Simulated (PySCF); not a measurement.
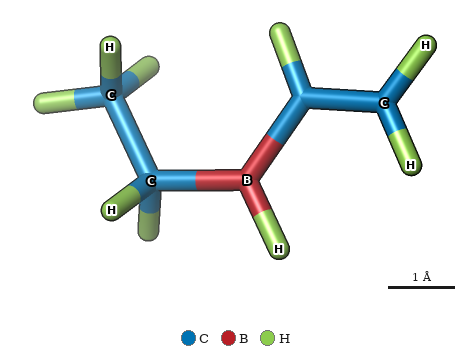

Figure 1. The input geometry (stick view, seen at a tilt). Bond lengths as drawn: B–C 1.55 to 1.57 Å, B–H 1.22 Å, C–C 1.35 to 1.52 Å and C–H 1.10 to 1.11 Å.

## Run report: C₄H₉B, NMR shielding calculation

System: C₄H₉B, SMILES C=CBCC.
Method: GIAO PBE0/pcSseg-2 NMR shielding, non-relativistic, gas phase (PySCF 2.14.0).

The geometry comes from this level: PBE0-D3(BJ)/def2-SVP. Figures and captions count atoms from 1; the log counts them from 0 in places.

Output
```
coarse grid: 11016 points
cycle   1  E = -182.4355860802  dE =  1.858e-01  |g| = 4.281e-01  |ddm| = 2.311e+00
cycle   2  E = -182.4166288510  dE =  1.896e-02  |g| = 5.046e-01  |ddm| = 7.134e-01
cycle   3  E = -182.4848050185  dE = -6.818e-02  |g| = 8.854e-02  |ddm| = 3.981e-01
cycle   4  E = -182.4865565100  dE = -1.751e-03  |g| = 3.593e-02  |ddm| = 7.034e-02
cycle   5  E = -182.4868848432  dE = -3.283e-04  |g| = 6.269e-03  |ddm| = 2.385e-02
cycle   6  E = -182.4868949776  dE = -1.013e-05  |g| = 1.526e-03  |ddm| = 5.740e-03
cycle   7  E = -182.4868955799  dE = -6.022e-07  |g| = 2.838e-04  |ddm| = 1.269e-03
final grid: 104392 points
cycle   8  E = -182.4906233411  dE = -8.909e-05  |g| = 7.217e-03  |ddm| = 4.287e-02
cycle   9  E = -182.4906203385  dE =  3.003e-06  |g| = 7.998e-03  |ddm| = 9.859e-03
cycle  10  E = -182.4906369920  dE = -1.665e-05  |g| = 3.566e-04  |ddm| = 5.216e-03
cycle  11  E = -182.4906370163  dE = -2.424e-08  |g| = 1.741e-04  |ddm| = 4.154e-04
cycle  12  E = -182.4906370235  dE = -7.238e-09  |g| = 5.546e-05  |ddm| = 1.445e-04
cycle  13  E = -182.4906370242  dE = -6.857e-10  |g| = 2.162e-05  |ddm| = 4.528e-05
```

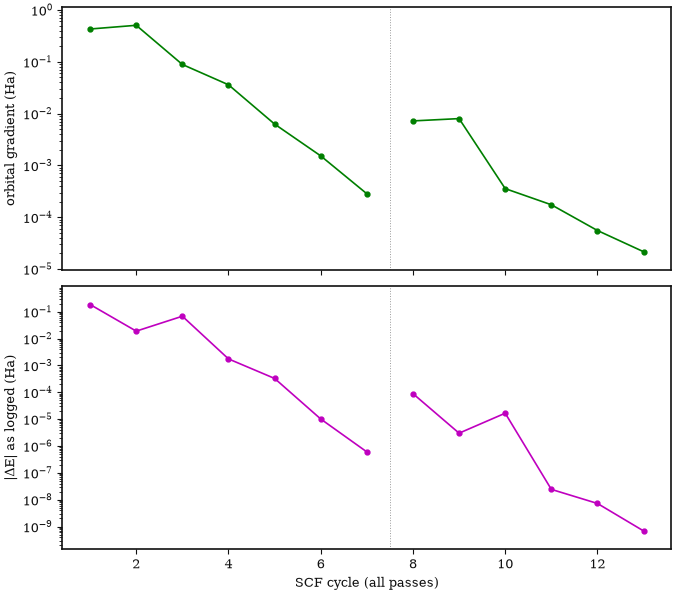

Figure 2. Convergence of the self-consistent field: orbital gradient and size of the energy change against the SCF cycle. The dotted line marks the change from a coarse to the final integration grid. The first 7 cycles use a coarse grid, the final grid takes over at cycle 8, and the field converges after 13 cycles in all.

```
converged SCF energy = -182.4906370242

GIAO shielding tensors (ppm)
atom      isotropic    diamagn.    paramagn.     s11        s22        s33       span
  0 C       18.442     252.056    -233.614   -106.081     10.386    151.021    257.103
  1 C       31.274     255.512    -224.238   -100.809     12.271    182.358    283.167
  2 B       20.510     194.062    -173.551    -48.390      5.328    104.593    152.984
  3 C      158.890     243.063     -84.173    127.736    170.661    178.273     50.537
  4 C      173.091     242.109     -69.019    166.670    169.752    182.851     16.181
  5 H       24.178      29.146      -4.968     20.810     24.165     27.558      6.747
  6 H       24.458      30.230      -5.772     20.872     24.550     27.952      7.081
  7 H       23.857      33.871     -10.014     18.249     23.794     29.526     11.277
  8 H       24.544      30.861      -6.317     19.608     26.164     27.861      8.253
  9 H       29.765      28.777       0.989     25.124     28.832     35.340     10.216
 10 H       29.561      29.375       0.187     24.907     28.683     35.094     10.187
 11 H       30.135      28.215       1.920     25.363     28.446     36.595     11.232
 12 H       30.112      31.288      -1.176     26.716     27.927     35.694      8.978
 13 H       30.054      30.964      -0.910     26.536     28.056     35.571      9.035
```

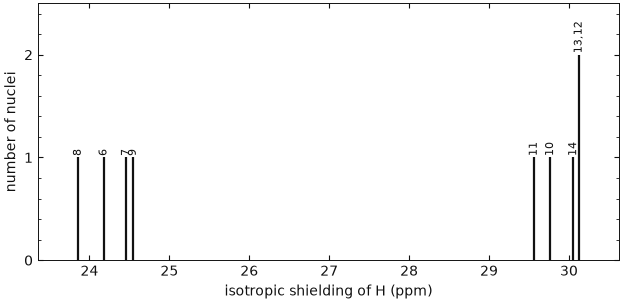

Figure 3. Isotropic shieldings of the hydrogen nuclei in this fixed geometry, labelled by atom number; shielding grows to the right, so chemical shift grows to the left. The least shielded is H8 (23.9 ppm), the most shielded H12 (30.1 ppm).

This output came from the following input.

Input file
```
{"job": {"kind": "nmr", "xc": "PBE0", "basis": "pcSseg-2", "pop": true}, "charge": 0, "multiplicity": 1}
C      2.475479    -0.322952     1.157463
C      1.325050     0.064899     0.578406
B      0.016083    -0.739778     0.781334
C     -1.381940    -0.339033     0.200133
C     -1.476775     0.895297    -0.687109
H      3.416987     0.227846     1.045452
H      2.511520    -1.224589     1.779513
H      1.346682     0.976112    -0.033678
H      0.088735    -1.749677     1.456316
H     -2.050869    -0.244733     1.080544
H     -1.789222    -1.232584    -0.312876
H     -2.506105     1.088365    -1.027365
H     -0.850208     0.793112    -1.587529
H     -1.133881     1.799162    -0.158857
```

The first line tells a small driver script what to run in PySCF; the rest is the geometry in Å.

Launched with:
```bash
OMP_NUM_THREADS=1 python <driver script> task.json out
```

Key numbers

| quantity | value |
| --- | --- |
| outcome | converged |
| total energy | −182.490637 hartree |
| HOMO | −8.23 eV |
| LUMO | −1.70 eV |
| dipole moment | 0.59 D |
| isotropic shielding, C | 18.4 to 173.1 ppm |
| isotropic shielding, B | 20.5 ppm |
| isotropic shielding, H | 23.9 to 30.1 ppm |
| hardware | 1 CPU thread, shared host |
| wall time | 77 s |
| peak memory | 1.2 GiB |
